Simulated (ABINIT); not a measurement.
# SrSiS3 (Pm-3m): zone-centre phonons

Which modes does SrSiS3 (Pm-3m) have at the zone centre?

Method: DFT LDA, scalar-relativistic, plane waves, PseudoDojo norm-conserving pseudopotentials, in ABINIT 10.8.3.

The structure was built from a prototype and need not be the compound's stable phase.

**1. The structure**

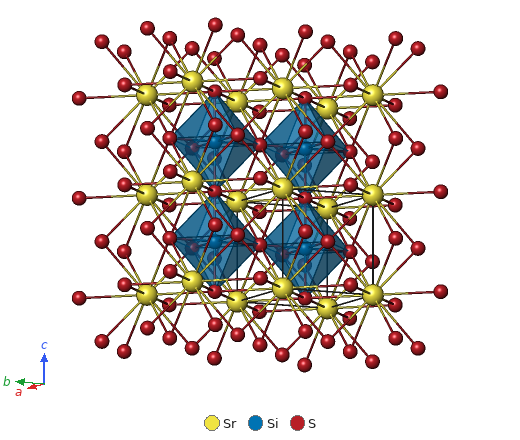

The cell as given, from a free direction (strontium yellow, silicon blue, sulfur red). 1×2×2 cells are drawn. Some periodic images of atoms are drawn too.

**2. A probe with smearing**

A first run with smearing and empty bands tells whether the crystal has a gap, which decides between fixed occupations and smearing later on.

probe.abi

```
# ground state
tolvrs 1.0d-08
prtden 1
prtwf 1

# basis, mesh and filling
ecut 28.0
ngkpt 4 4 4
nshiftk 1
shiftk 0.0 0.0 0.0
istwfk *1
occopt 7
tsmear 0.005
nband 24
nstep 100
diemac 9.0
prtebands 0
prtgsr 0

# cell and atoms
acell 3*1.0 Angstrom
rprim 
    4.3456 0.0 0.0
    0.0 4.3456 0.0
    0.0 0.0 4.3456
ntypat 3
znucl 38 14 16
natom 5
typat 1 2 3 3 3
xred 
    0.0 0.0 0.0
    0.5 0.5 0.5
    0.5 0.5 0.0
    0.5 0.0 0.5
    0.0 0.5 0.5
pp_dirpath "./pseudo"
pseudos "Sr.upf, Si.upf, S.upf"
```

On the command line:

```bash
OMP_NUM_THREADS=1 mpirun -n 4 abinit probe.abi > probe.log
```

Numbers of over 12 decimals in the logs are rounded to 6 here.

probe.abo, the main output file:

```text
[banners, grids, parts of the stress and lines that vanish by symmetry left out]
- input  file    -> probe.abi
- output file    -> probe.abo
- root for input  files -> probei
[...]
Symmetries : space group Pm -3 m (#221); Bravais cP (primitive cubic)
[...]
mpw =        3952          nfft =       64000          nkpt =          10
[...]
== DATASET  1 ==================================================================
[...]
cutoff_energies: {ecut:  28.0, pawecutdg:  -1.0, }
[...]
ETOT  1  -71.825492425218    -7.183E+01 3.231E-02 5.746E+01
 ETOT  2  -71.862068967212    -3.658E-02 9.176E-03 1.523E+01
 ETOT  3  -71.867524980283    -5.456E-03 3.821E-03 6.403E-01
 ETOT  4  -71.867678520815    -1.535E-04 1.522E-03 3.443E-02
 ETOT  5  -71.867688298700    -9.778E-06 1.070E-03 7.310E-04
 ETOT  6  -71.867688457493    -1.588E-07 2.830E-04 2.122E-06
 ETOT  7  -71.867688457721    -2.279E-10 2.676E-04 5.470E-07
 ETOT  8  -71.867688457835    -1.142E-10 1.204E-04 3.203E-10
 At SCF step    8       vres2   =  3.20E-10 < tolvrs=  1.00E-08 =>converged.
[...]
sigma(1 1)= -5.82205435E-04  sigma(3 2)=  0.00000000E+00
  sigma(2 2)= -5.82205435E-04  sigma(3 1)=  0.00000000E+00
  sigma(3 3)= -5.82205435E-04  sigma(2 1)=  0.00000000E+00
[...]
convergence: {deltae: -1.142E-10, res2:  3.203E-10, residm:  1.204E-04, diffor: null, }
etotal    :  -7.18676885E+01
[...]
sigma(1 1)= -5.82205435E-04  sigma(3 2)=  0.00000000E+00
  sigma(2 2)= -5.82205435E-04  sigma(3 1)=  0.00000000E+00
  sigma(3 3)= -5.82205435E-04  sigma(2 1)=  0.00000000E+00
[...]
- sigma(1 1)= -1.71290753E+01  sigma(3 2)=  0.00000000E+00
- sigma(2 2)= -1.71290753E+01  sigma(3 1)=  0.00000000E+00
- sigma(3 3)= -1.71290753E+01  sigma(2 1)=  0.00000000E+00
[...]
fcart     -0.0000000000E+00 -0.0000000000E+00 -0.0000000000E+00
           strten     -5.8220543512E-04 -5.8220543512E-04 -5.8220543512E-04
================================================================================

[key lines of the parts left out:]
pressure_GPa:   1.7129E+01
```

Wall time 12 s (4 MPI ranks of Arm Neoverse V1, shared host); 48 s of CPU time.

This step gave:

```
volume per atom   : 16.41 Å³
pressure          : 17.13 GPa
gap on the k-mesh : 0 eV
```

No gap opens on this mesh, so smearing is kept; the printed pressure holds the stress of the finite basis too.

**3. Rough relaxation**

The typed start is rough, so a first relaxation with smearing and loose thresholds takes it towards rest cheaply.

prerelax.abi

```
# relaxation
ionmov 2
optcell 2
dilatmx 1.15
chkdilatmx 0
ntime 40
tolmxf 3.0d-04
tolvrs 1.0d-10
prtwf 0
prtden 0
chksymtnons 0

# basis, mesh and filling
ecut 29.0
ecutsm 3.0
ngkpt 4 4 4
nshiftk 1
shiftk 0.0 0.0 0.0
istwfk *1
occopt 7
tsmear 0.005
nband 24
nstep 100
diemac 1000000.0
prtebands 0
prtgsr 0

# cell and atoms
acell 3*1.0 Angstrom
rprim 
    4.3456 0.0 0.0
    0.0 4.3456 0.0
    0.0 0.0 4.3456
ntypat 3
znucl 38 14 16
natom 5
typat 1 2 3 3 3
xred 
    0.0 0.0 0.0
    0.5 0.5 0.5
    0.5 0.5 0.0
    0.5 0.0 0.5
    0.0 0.5 0.5
pp_dirpath "./pseudo"
pseudos "Sr.upf, Si.upf, S.upf"
```

On the command line:

```bash
OMP_NUM_THREADS=1 mpirun -n 4 abinit prerelax.abi > prerelax.log
```

prerelax.abo, the main output file:

```text
[banners, grids, parts of the stress and lines that vanish by symmetry left out]
- input  file    -> prerelax.abi
- output file    -> prerelax.abo
- root for input  files -> prerelaxi
[...]
Symmetries : space group Pm -3 m (#221); Bravais cP (primitive cubic)
[...]
mpw =        6355          nfft =      110592          nkpt =          10
[...]
== DATASET  1 ==================================================================
[...]
cutoff_energies: {ecut:  29.0, pawecutdg:  -1.0, }
[...]
ETOT  1  -71.826160927339    -7.183E+01 2.524E-02 1.042E+02
 ETOT  2  -71.863803486175    -3.764E-02 1.180E-02 1.735E+01
 ETOT  3  -71.867472960961    -3.669E-03 3.091E-03 7.446E-01
 ETOT  4  -71.867578512313    -1.056E-04 1.426E-03 2.011E-02
 ETOT  5  -71.867581515699    -3.003E-06 7.097E-04 9.126E-04
[...]
At SCF step    9       vres2   =  3.69E-12 < tolvrs=  1.00E-10 =>converged.
[...]
ETOT  8  -71.891314973827    -4.277E-12 9.818E-08 8.138E-13
 At SCF step    8       vres2   =  8.14E-13 < tolvrs=  1.00E-10 =>converged.
[...]
sigma(1 1)= -1.77031577E-07  sigma(3 2)=  0.00000000E+00
  sigma(2 2)= -1.77031577E-07  sigma(3 1)=  0.00000000E+00
  sigma(3 3)= -1.77031577E-07  sigma(2 1)=  0.00000000E+00
[...]
convergence: {deltae: -4.277E-12, res2:  8.138E-13, residm:  9.818E-08, diffor: null, }
etotal    :  -7.18913150E+01
[...]
At Broyd/MD step   5, gradients are converged :
[...]
sigma(1 1)= -1.77031577E-07  sigma(3 2)=  0.00000000E+00
  sigma(2 2)= -1.77031577E-07  sigma(3 1)=  0.00000000E+00
  sigma(3 3)= -1.77031577E-07  sigma(2 1)=  0.00000000E+00
[...]
- sigma(1 1)= -5.20844881E-03  sigma(3 2)=  0.00000000E+00
- sigma(2 2)= -5.20844881E-03  sigma(3 1)=  0.00000000E+00
- sigma(3 3)= -5.20844881E-03  sigma(2 1)=  0.00000000E+00
[...]
fcart     -0.0000000000E+00 -0.0000000000E+00 -0.0000000000E+00
           strten     -1.7703157667E-07 -1.7703157667E-07 -1.7703157667E-07
================================================================================

[key lines of the parts left out:]
pressure_GPa:   5.2084E-03
Total energy (etotal) [Ha]= -7.18913149738273E+01
```

Run time: 79 s. Hardware: 4 MPI ranks; 5.3 min of CPU time.

The steps of the relaxation:

| step | energy less that of the first step (eV) | largest force (eV/Å) | volume (Å³) |
| --- | --- | --- | --- |
| 1 | 0.0000 | 0.0000 | 82.06 |
| 2 | -0.3759 | 0.0000 | 86.49 |
| 3 | -0.6373 | 0.0000 | 94.03 |
| 4 | -0.6457 | 0.0000 | 95.58 |
| 5 | -0.6458 | 0.0000 | 95.81 |

| conventional cell, symmetrised | before | after | change |
| --- | --- | --- | --- |
| a (Å) | 4.346 | 4.576 | +5.3 % |
| b (Å) | 4.346 | 4.576 | +5.3 % |
| c (Å) | 4.346 | 4.576 | +5.3 % |
| volume (Å³/atom) | 16.41 | 19.16 | +16.7 % |

Final coordinates:

```xyz
5
Lattice="4.5758 0.0000 0.0000 0.0000 4.5758 0.0000 0.0000 0.0000 4.5758" Properties=species:S:1:pos:R:3 pbc="T T T"
Sr    0.0000    0.0000    0.0000
Si    2.2879    2.2879    2.2879
S     2.2879    2.2879    0.0000
S     2.2879    0.0000    2.2879
S     0.0000    2.2879    2.2879
```

This step gave:

* volume per atom: 19.16 Å³
* pressure: 0.005208 GPa

The volume changes by +16.7 % in this run and stands +16.7 % from the first cell.

**4. Rough relaxation**

The cell changed much, so the rough relaxation is repeated on a basis made for the new cell.

prerelax.abi: that of step 3 with these lines changed.

```diff
@@ -30,5 +30,5 @@
 rprim 
-    4.3456 0.0 0.0
-    0.0 4.3456 0.0
-    0.0 0.0 4.3456
+    4.575786654 0.0 0.0
+    0.0 4.575786654 0.0
+    0.0 0.0 4.575786654
 ntypat 3
```

prerelax.abo, the main output file:

```text
[banners, grids, parts of the stress and lines that vanish by symmetry left out]
- input  file    -> prerelax.abi
- output file    -> prerelax.abo
- root for input  files -> prerelaxi
[...]
Symmetries : space group Pm -3 m (#221); Bravais cP (primitive cubic)
[...]
mpw =        7400          nfft =      125000          nkpt =          10
[...]
== DATASET  1 ==================================================================
[...]
cutoff_energies: {ecut:  29.0, pawecutdg:  -1.0, }
[...]
ETOT  1  -71.836073143701    -7.184E+01 3.410E-02 1.533E+02
 ETOT  2  -71.878179035580    -4.211E-02 1.175E-02 6.707E+01
 ETOT  3  -71.890953330164    -1.277E-02 2.248E-03 2.142E+00
 ETOT  4  -71.891313237679    -3.599E-04 1.424E-03 2.634E-02
 ETOT  5  -71.891313673529    -4.359E-07 1.284E-03 1.031E-02
[...]
ETOT  9  -71.891314971733    -3.908E-12 2.941E-04 1.702E-10
 ETOT 10  -71.891314971732     1.165E-12 1.230E-04 5.176E-13
 At SCF step   10       vres2   =  5.18E-13 < tolvrs=  1.00E-10 =>converged.
[...]
sigma(1 1)= -1.77015318E-07  sigma(3 2)=  0.00000000E+00
  sigma(2 2)= -1.77015318E-07  sigma(3 1)=  0.00000000E+00
  sigma(3 3)= -1.77015318E-07  sigma(2 1)=  0.00000000E+00
[...]
convergence: {deltae:  1.165E-12, res2:  5.176E-13, residm:  1.230E-04, diffor: null, }
etotal    :  -7.18913150E+01
[...]
At Broyd/MD step   1, gradients are converged :
[...]
sigma(1 1)= -1.77015318E-07  sigma(3 2)=  0.00000000E+00
  sigma(2 2)= -1.77015318E-07  sigma(3 1)=  0.00000000E+00
  sigma(3 3)= -1.77015318E-07  sigma(2 1)=  0.00000000E+00
[...]
- sigma(1 1)= -5.20797046E-03  sigma(3 2)=  0.00000000E+00
- sigma(2 2)= -5.20797046E-03  sigma(3 1)=  0.00000000E+00
- sigma(3 3)= -5.20797046E-03  sigma(2 1)=  0.00000000E+00
[...]
fcart     -0.0000000000E+00 -0.0000000000E+00 -0.0000000000E+00
           strten     -1.7701531812E-07 -1.7701531812E-07 -1.7701531811E-07
================================================================================

[key lines of the parts left out:]
pressure_GPa:   5.2080E-03
Total energy (etotal) [Ha]= -7.18913149717322E+01
```

Run time: 24 s. Hardware: 4 MPI ranks.

Little changed from the start: no atom moved by 0.005 Å and no cell edge by 0.1 %.

The volume changes by +0.0 % in this run and stands +16.7 % from the first cell.

**5. Relaxation**

The harmonic expansion needs vanishing forces, and a free crystal bears no stress, so cell and atoms are brought to rest. Stress is more sensitive to the basis than forces are: the last 3 Ha under the cutoff are smoothed with ecutsm, and the cutoff is raised above that of the later runs.

relax.abi

```
# relaxation
ionmov 2
optcell 2
dilatmx 1.08
ntime 40
tolmxf 1.0d-05
tolvrs 1.0d-14
prtwf 0
prtden 0
chksymtnons 0

# basis, mesh and filling
ecut 35.0
ecutsm 3.0
ngkpt 6 6 6
nshiftk 1
shiftk 0.0 0.0 0.0
istwfk *1
occopt 7
tsmear 0.01
nband 24
nstep 100
diemac 1000000.0
prtebands 0
prtgsr 0

# cell and atoms
acell 3*1.0 Angstrom
rprim 
    4.575786657 0.0 0.0
    0.0 4.575786657 0.0
    0.0 0.0 4.575786657
ntypat 3
znucl 38 14 16
natom 5
typat 1 2 3 3 3
xred 
    0.0 0.0 0.0
    0.5 0.5 0.5
    0.5 0.5 0.0
    0.5 0.0 0.5
    0.0 0.5 0.5
pp_dirpath "./pseudo"
pseudos "Sr.upf, Si.upf, S.upf"
```

On the command line:

```bash
OMP_NUM_THREADS=1 mpirun -n 4 abinit relax.abi > relax.log
```

relax.abo, the main output file:

```text
[banners, grids, parts of the stress and lines that vanish by symmetry left out]
- input  file    -> relax.abi
- output file    -> relax.abo
- root for input  files -> relaxi
[...]
Symmetries : space group Pm -3 m (#221); Bravais cP (primitive cubic)
[...]
mpw =        8121          nfft =      125000          nkpt =          20
[...]
== DATASET  1 ==================================================================
[...]
cutoff_energies: {ecut:  35.0, pawecutdg:  -1.0, }
[...]
ETOT  1  -71.834703381393    -7.183E+01 4.595E-02 1.689E+02
 ETOT  2  -71.881367112040    -4.666E-02 1.063E-02 5.938E+01
 ETOT  3  -71.892562807168    -1.120E-02 4.160E-03 2.436E-01
 ETOT  4  -71.892588699474    -2.589E-05 1.252E-03 1.775E-02
 ETOT  5  -71.892589891886    -1.192E-06 1.731E-03 8.871E-04
[...]
At SCF step   11       vres2   =  4.11E-15 < tolvrs=  1.00E-14 =>converged.
[...]
sigma(1 1)= -2.48713217E-06  sigma(3 2)=  0.00000000E+00
  sigma(2 2)= -2.48713217E-06  sigma(3 1)=  0.00000000E+00
  sigma(3 3)= -2.48713217E-06  sigma(2 1)=  0.00000000E+00
[...]
convergence: {deltae: -9.805E-13, res2:  4.111E-15, residm:  6.914E-04, diffor: null, }
etotal    :  -7.18925900E+01
[...]
ETOT  1  -71.892590214118    -7.189E+01 4.238E-04 5.276E-04
[...]
At SCF step    8       vres2   =  5.41E-15 < tolvrs=  1.00E-14 =>converged.
[...]
sigma(1 1)= -1.87371943E-06  sigma(3 2)=  0.00000000E+00
  sigma(2 2)= -1.87371943E-06  sigma(3 1)=  0.00000000E+00
  sigma(3 3)= -1.87371943E-06  sigma(2 1)=  0.00000000E+00
[...]
convergence: {deltae:  1.052E-12, res2:  5.413E-15, residm:  1.721E-05, diffor: null, }
etotal    :  -7.18925903E+01
[...]
ETOT  1  -71.892590183300    -7.189E+01 1.225E-05 4.933E-03
[...]
ETOT  8  -71.892590683405     7.105E-13 8.808E-06 5.433E-14
 ETOT  9  -71.892590683406    -7.816E-13 5.144E-06 1.168E-15
 At SCF step    9       vres2   =  1.17E-15 < tolvrs=  1.00E-14 =>converged.
[...]
sigma(1 1)= -2.34291500E-09  sigma(3 2)=  0.00000000E+00
  sigma(2 2)= -2.34291500E-09  sigma(3 1)=  0.00000000E+00
  sigma(3 3)= -2.34291500E-09  sigma(2 1)=  0.00000000E+00
[...]
convergence: {deltae: -7.816E-13, res2:  1.168E-15, residm:  5.144E-06, diffor: null, }
etotal    :  -7.18925907E+01
[...]
At Broyd/MD step   3, gradients are converged :
[...]
sigma(1 1)= -2.34291500E-09  sigma(3 2)=  0.00000000E+00
  sigma(2 2)= -2.34291500E-09  sigma(3 1)=  0.00000000E+00
  sigma(3 3)= -2.34291500E-09  sigma(2 1)=  0.00000000E+00
[...]
- sigma(1 1)= -6.89309392E-05  sigma(3 2)=  0.00000000E+00
- sigma(2 2)= -6.89309392E-05  sigma(3 1)=  0.00000000E+00
- sigma(3 3)= -6.89309392E-05  sigma(2 1)=  0.00000000E+00
[...]
fcart     -0.0000000000E+00 -0.0000000000E+00 -0.0000000000E+00
           strten     -2.3429150026E-09 -2.3429150026E-09 -2.3429150018E-09
================================================================================

[key lines of the parts left out:]
pressure_GPa:   6.8931E-05
Total energy (etotal) [Ha]= -7.18925906834062E+01
```

Elapsed: 1.8 min, on 4 MPI ranks; 7.2 min of CPU time.

Little changed from the start: no atom moved by 0.005 Å and no cell edge by 0.1 %.

This step gave:

```
volume per atom : 19.18 Å³
pressure        : 6.89e-5 GPa
```

The volume changes by +0.1 % in this run and stands +16.9 % from the first cell.

**6. Self-consistent run for the response**

First-order wavefunctions inherit every error of the ground state, hence the very tight tolvrs. Smearing stays on, as the first look found no gap above 0.3 eV.

gs.abi

```
# ground state
tolvrs 1.0d-16
prtden 1
prtwf 1

# basis, mesh and filling
ecut 28.0
ngkpt 6 6 6
nshiftk 1
shiftk 0.0 0.0 0.0
istwfk *1
occopt 7
tsmear 0.01
nband 24
nstep 100
diemac 1000000.0
prtebands 0
prtgsr 0

# cell and atoms
acell 3*1.0 Angstrom
rprim 
    4.577171913 0.0 0.0
    0.0 4.577171913 0.0
    0.0 0.0 4.577171913
ntypat 3
znucl 38 14 16
natom 5
typat 1 2 3 3 3
xred 
    0.0 0.0 0.0
    0.5 0.5 0.5
    0.5 0.5 0.0
    0.5 0.0 0.5
    0.0 0.5 0.5
pp_dirpath "./pseudo"
pseudos "Sr.upf, Si.upf, S.upf"
```

On the command line:

```bash
OMP_NUM_THREADS=1 mpirun -n 4 abinit gs.abi > gs.log
```

gs.abo, the main output file:

```text
[banners, grids, parts of the stress and lines that vanish by symmetry left out]
- input  file    -> gs.abi
- output file    -> gs.abo
- root for input  files -> gsi
[...]
Symmetries : space group Pm -3 m (#221); Bravais cP (primitive cubic)
[...]
mpw =        4632          nfft =       91125          nkpt =          20
[...]
== DATASET  1 ==================================================================
[...]
cutoff_energies: {ecut:  28.0, pawecutdg:  -1.0, }
[...]
ETOT  1  -71.837760994370    -7.184E+01 3.461E-02 1.218E+02
 ETOT  2  -71.881541588046    -4.378E-02 5.151E-03 4.143E+01
 ETOT  3  -71.892188719372    -1.065E-02 3.333E-03 1.760E-01
 ETOT  4  -71.892217062656    -2.834E-05 1.373E-03 1.277E-02
 ETOT  5  -71.892218297718    -1.235E-06 1.251E-03 5.278E-04
[...]
ETOT 11  -71.892218347838     1.137E-13 4.601E-04 1.469E-15
 ETOT 12  -71.892218347842    -3.993E-12 2.301E-04 9.302E-18
 At SCF step   12       vres2   =  9.30E-18 < tolvrs=  1.00E-16 =>converged.
[...]
sigma(1 1)=  5.99536604E-06  sigma(3 2)=  0.00000000E+00
  sigma(2 2)=  5.99536604E-06  sigma(3 1)=  0.00000000E+00
  sigma(3 3)=  5.99536604E-06  sigma(2 1)=  0.00000000E+00
[...]
convergence: {deltae: -3.993E-12, res2:  9.302E-18, residm:  2.301E-04, diffor: null, }
etotal    :  -7.18922183E+01
[...]
sigma(1 1)=  5.99536604E-06  sigma(3 2)=  0.00000000E+00
  sigma(2 2)=  5.99536604E-06  sigma(3 1)=  0.00000000E+00
  sigma(3 3)=  5.99536604E-06  sigma(2 1)=  0.00000000E+00
[...]
- sigma(1 1)=  1.76389759E-01  sigma(3 2)=  0.00000000E+00
- sigma(2 2)=  1.76389759E-01  sigma(3 1)=  0.00000000E+00
- sigma(3 3)=  1.76389759E-01  sigma(2 1)=  0.00000000E+00
[...]
fcart     -0.0000000000E+00 -0.0000000000E+00 -0.0000000000E+00
           strten      5.9953660415E-06  5.9953660415E-06  5.9953660415E-06
================================================================================

[key lines of the parts left out:]
pressure_GPa:  -1.7639E-01
```

It took 32 s on 4 MPI ranks.

Numbers from this step:

| Quantity | Value |
| --- | --- |
| pressure | -0.1764 GPa |

The cell stands at -0.18 GPa: the relaxation ran with a smoothed and higher cutoff, and the difference is a stress of the finite basis.

(Part 1 of 3 ends here.)

[Host names and launcher messages were left out of these logs when they were recorded.]

[Logs are printed without paths, hosts, clocks, repeated set-up lines and the standing remarks that a program may print on its own settings, such as how far it seeks lower states.]

[Hosts, paths, dates, database ids (printed as entryN), source tags and the programs' standing remarks are cut or masked in the printed files.]
